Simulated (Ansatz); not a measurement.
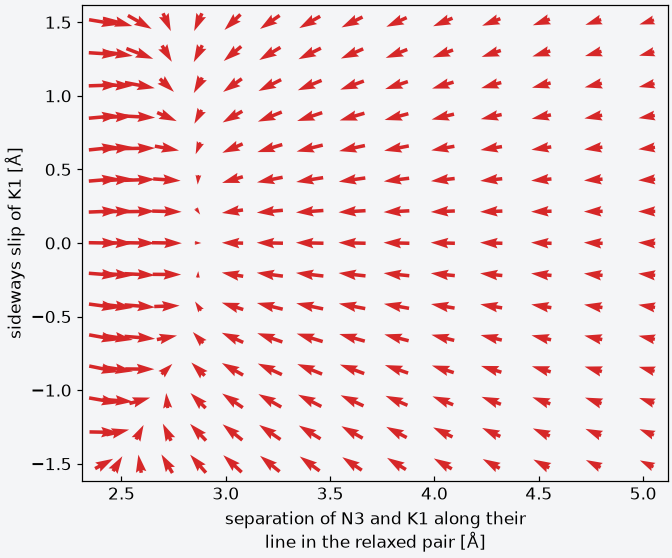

H5KNSi, charge +1. 
- First axis: separation of N3 and K1 along their line in the relaxed pair. Second axis: sideways slip of K1.
- Nothing is relaxed (both partners rigid).
- The grid has 15 × 15 points.
- Points are written as (first, second).
- All numbers below come from RHF/def2-SVPD (Ansatz).

The picture shows arrows along the force (downhill), their lengths compressed.

### The arrows alone are given. Where is the energy lowest?

The arrows converge at about (2.878 Å, −0.001 Å) (read from the interpolated surface).

The energy map of the same scan:

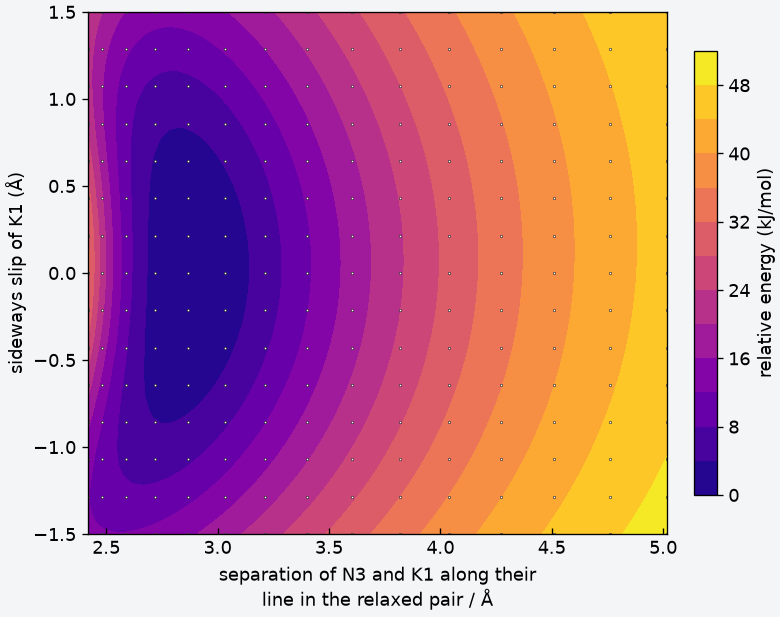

Energies are in kJ/mol, from the lowest grid point; between grid points the surface is interpolated.
